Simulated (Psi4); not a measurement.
**Li2 (SMILES [Li][Li]): r2SCAN/aug-cc-pVTZ**

What is the energy change on altering one bond length of Li2 at r2SCAN/aug-cc-pVTZ? 

Program for the calculation: Psi4 1.11.

1 further run of the same task is left out (it didn't finish).

**1. The structure to begin with**

Li2 has 2 atoms, charge 0, and is taken as a singlet. SMILES: `[Li][Li]`. Geometry: the measured bond length.

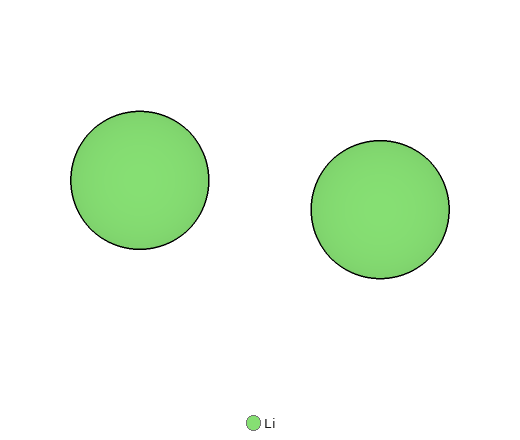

Viewed from a chosen angle; lithium green.

**2. Energy and forces at r2SCAN/aug-cc-pVTZ**

Contents of li2.dat:

```
memory 1.6 GB

molecule geom {
  0 1
  Li
  Li 1 2.6729
  units angstrom
  symmetry c1
  no_reorient
  no_com
}

set globals {
  puream true
  e_convergence 1e-09
  d_convergence 1e-08
  scf_type pk
  dft_radial_points 99
  dft_spherical_points 590
}

E, wfn = gradient('r2scan/aug-cc-pVTZ', return_wfn=True)
oeprop(wfn, 'MAYER_INDICES', 'LOWDIN_CHARGES', 'QUADRUPOLE', title='R2SCAN')
```

Launch:

```bash
psi4 -i li2.dat -o li2.out -n 1
```

li2.out:

```text
[...]
  Running in c1 symmetry.
[...]
  Nuclear repulsion =    1.781808109555165
[...]
  Multiplicity = 1
[...]
  Nalpha       = 3
  Nbeta        = 3
[...]
    Number of basis functions: 92
[...]
   @RKS iter   1:   -14.96460774638078   -1.48488e-01   1.05170e-03 DIIS/ADIIS
[...]
   @RKS iter   8:   -14.98755420335719   -1.08376e-11   2.20606e-09 DIIS
[...]
    Orbital Energies [Eh]
    ---------------------
    Doubly Occupied:
       1A     -1.927114     2A     -1.926671     3A     -0.118791
    Virtual:
       4A     -0.056464     5A     -0.040920     6A     -0.040920
       7A     -0.019191     8A      0.021443     9A      0.021443
      10A      0.024436    11A      0.035996    12A      0.044012
      13A      0.054801    14A      0.054869    15A      0.054869
      16A      0.056763    17A      0.056763    18A      0.072356
      19A      0.072356    20A      0.097744    21A      0.101973
      22A      0.107129    23A      0.107129    24A      0.122880
      25A      0.122880    26A      0.123636    27A      0.125145
[...]
  @RKS Final Energy:   -14.98755420335719
   => Energetics <=
    Nuclear Repulsion Energy =              1.7818081095551650
    One-Electron Energy =                 -23.1439995830472611
    Two-Electron Energy =                  10.0522102735707488
    DFT Exchange-Correlation Energy =      -3.6775730034358420
    Empirical Dispersion Energy =           0.0000000000000000
    VV10 Nonlocal Energy =                  0.0000000000000000
    Total Energy =                        -14.9875542033571900
[...]
  -Total Gradient:
     Atom            X                  Y                   Z
    ------   -----------------  -----------------  -----------------
       1       -0.000000000000    -0.000000000000     0.002360125969
       2       -0.000000000000    -0.000000000000    -0.002360125969
[...]
 Multipole Moments:
 ------------------------------------------------------------------------------------
     Multipole            Electronic (a.u.)      Nuclear  (a.u.)        Total (a.u.)
 ------------------------------------------------------------------------------------
 L = 1.  Multiply by 2.5417464519 to convert [e a0] to [Debye]
 Dipole X            :          0.0000000            0.0000000            0.0000000
 Dipole Y            :         -0.0000000            0.0000000           -0.0000000
 Dipole Z            :          0.0000000            0.0000000            0.0000000
 Magnitude           :                                                    0.0000000
 L = 2.  Multiply by 1.3450342976 to convert [e a0^2] to [Debye ang]
 Quadrupole XX       :        -11.9540274            0.0000000          -11.9540274
 Quadrupole XY       :         -0.0000000            0.0000000           -0.0000000
[...]
```

It took 43 s on 1 thread of Intel Xeon at 2.50GHz (Skylake/Cascade Lake), shared host; peak memory 0.81 GiB.

**3. The distorted shape at the same level**

Contents of run.py:

```python
import psi4

psi4.set_memory(1600000000)
psi4.set_num_threads(1)
psi4.set_output_file('run.log', False)

mol = psi4.geometry("""
Li     0.00000000     0.00000000    -6.06129654
Li     0.00000000     0.00000000     5.05104896
units bohr
symmetry c1
no_reorient
no_com
""")

psi4.set_options({
    'basis': 'aug-cc-pVTZ',
    'puream': True,
    'e_convergence': 1e-09,
    'd_convergence': 1e-08,
    'scf_type': 'pk',
    'dft_radial_points': 99,
    'dft_spherical_points': 590,
})

result, w = psi4.gradient('r2scan', return_wfn=True)
psi4.oeprop(w, 'WIBERG_LOWDIN_INDICES', 'LOWDIN_CHARGES', 'MAYER_INDICES')
print('gradient / Eh bohr^-1')
print(result.np.round(6))
print(f'energy = {w.energy():.10f} Eh')
```

Launch:

```bash
python run.py
```

run.log:

```text
[...]
  Running in c1 symmetry.
[...]
  Nuclear repulsion =    0.809910023045990
[...]
  Multiplicity = 1
[...]
  Nalpha       = 3
  Nbeta        = 3
[...]
    Number of basis functions: 92
[...]
   @RKS iter   1:   -14.93930880322058   -1.22109e-01   2.69863e-04 DIIS/ADIIS
[...]
   @RKS iter   7:   -14.94244050339912   -8.24354e-11   6.53489e-09 DIIS
[...]
    Orbital Energies [Eh]
    ---------------------
    Doubly Occupied:
       1A     -1.971046     2A     -1.971036     3A     -0.108817
    Virtual:
       4A     -0.097648     5A     -0.043580     6A     -0.035970
       7A     -0.035970     8A     -0.025016     9A     -0.025016
      10A     -0.009693    11A      0.033016    12A      0.044715
      13A      0.050931    14A      0.054586    15A      0.054586
      16A      0.059488    17A      0.059488    18A      0.060902
      19A      0.060902    20A      0.062100    21A      0.070610
      22A      0.070610    23A      0.088389    24A      0.088390
      25A      0.093056    26A      0.100414    27A      0.108475
[...]
  @RKS Final Energy:   -14.94244050339912
   => Energetics <=
    Nuclear Repulsion Energy =              0.8099100230459897
    One-Electron Energy =                 -21.0000386807647672
    Two-Electron Energy =                   8.8551336833676189
    DFT Exchange-Correlation Energy =      -3.6074455290479635
    Empirical Dispersion Energy =           0.0000000000000000
    VV10 Nonlocal Energy =                  0.0000000000000000
    Total Energy =                        -14.9424405033991210
[...]
 Multipole Moments:
 ------------------------------------------------------------------------------------
     Multipole            Electronic (a.u.)      Nuclear  (a.u.)        Total (a.u.)
 ------------------------------------------------------------------------------------
 L = 1.  Multiply by 2.5417464519 to convert [e a0] to [Debye]
 Dipole X            :         -0.0000000            0.0000000           -0.0000000
 Dipole Y            :         -0.0000000            0.0000000           -0.0000000
 Dipole Z            :          3.0309452           -3.0307427            0.0002024
 Magnitude           :                                                    0.0002024
[...]
  -Total Gradient:
     Atom            X                  Y                   Z
    ------   -----------------  -----------------  -----------------
       1       -0.000000000000     0.000000000000    -0.004508417721
       2        0.000000000000     0.000000000000     0.004508410972
[...]
```

The script printed:

```text
gradient / Eh bohr^-1
[[-0.        0.       -0.004508]
 [ 0.        0.        0.004508]]
energy = -14.9424405034 Eh
```

Run time: 49 s. Hardware: 1 thread of Intel Xeon at 2.50GHz (Skylake/Cascade Lake), shared host; peak memory 0.81 GiB.

**4. Summary of results**

Level: r2SCAN/aug-cc-pVTZ.

| quantity | value |
| --- | --- |
| first shape: total energy | -14.98755 Eh |
| first shape: dipole moment | 0.00 D |
| first shape: HOMO energy | -3.23 eV |
| first shape: LUMO energy | -1.54 eV |
| first shape: HOMO–LUMO gap | 1.70 eV |
| first shape: largest force on an atom | 0.121 eV/Å |
| distorted shape: total energy | -14.94244 Eh |
| distorted shape: dipole moment | 0.00 D |
| distorted shape: HOMO energy | -2.96 eV |
| distorted shape: LUMO energy | -2.66 eV |
| distorted shape: HOMO–LUMO gap | 0.30 eV |
| distorted shape: largest force on an atom | 0.232 eV/Å |
| energy change with the Li1–Li2 bond stretched from 2.673 to 5.880 Å | 1.228 eV |

In words: One bond (distorted shape) is far stretched, which a spin-restricted single reference describes badly; a broken-symmetry solution may lie lower. With the Li1–Li2 bond stretched from 2.673 to 5.880 Å the energy rises by 1.23 eV (118 kJ/mol). The first shape isn't relaxed at this level, so the change isn't measured from a minimum. A restricted reference can't describe the breaking bond well at this length.
